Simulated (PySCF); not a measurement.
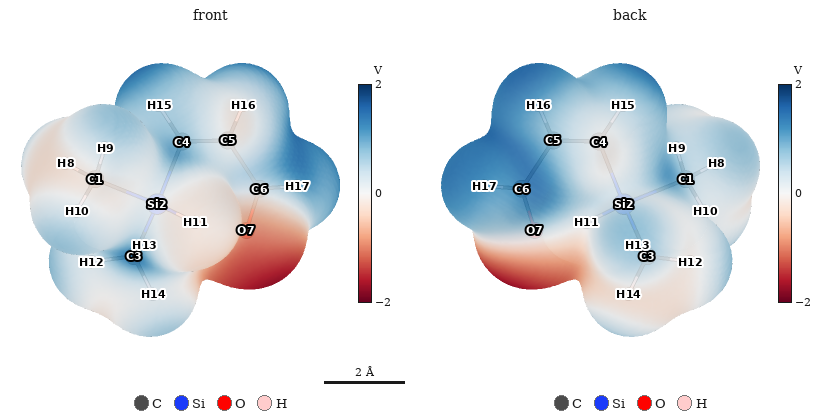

*C$_{5}$H$_{10}$OSi (SMILES C[SiH](C)/C=C\C=O). The electrostatic potential painted on the density surface at 0.004 e/bohr³, seen from the front and from behind; red is negative and blue positive.*

Geometry: GFN2-xTB.

Theory: PBE0/pcSseg-1, SCF density, gas phase, non-relativistic (PySCF).

The calculation's input:

```
{"job": {"kind": "nmr", "xc": "PBE0", "basis": "pcSseg-1"}, "charge": 0, "multiplicity": 1}
C     -1.678645     1.709978    -0.073726
Si    -0.489540     0.307051     0.450852
C     -1.324037    -1.341226    -0.022913
C      1.042167     0.635085    -0.630201
C      2.168510    -0.073740    -0.508790
C      2.223049    -1.125680     0.487499
O      1.292441    -1.411735     1.207504
H     -1.923607     1.663066    -1.131627
H     -1.255396     2.691610     0.118923
H     -2.612917     1.649701     0.475536
H     -0.198338     0.507155     1.873608
H     -2.292496    -1.171124    -0.483597
H     -0.717245    -1.915906    -0.715582
H     -1.474139    -1.955656     0.857427
H      1.001766     1.424391    -1.368237
H      3.052376     0.092809    -1.110570
H      3.179052    -1.673748     0.563983
```

Launched as:

```sh
OMP_NUM_THREADS=1 python probes_run.py task.json out
```

Describe the electrostatic potential map.

Answer. The most negative region (about −1.7 V, or −39 kcal/mol for a unit charge) lies over O7, the most positive (about +1.5 V, or +35 kcal/mol for a unit charge) over C5, C6 and H16. O7 is the likeliest acceptor of a hydrogen bond.
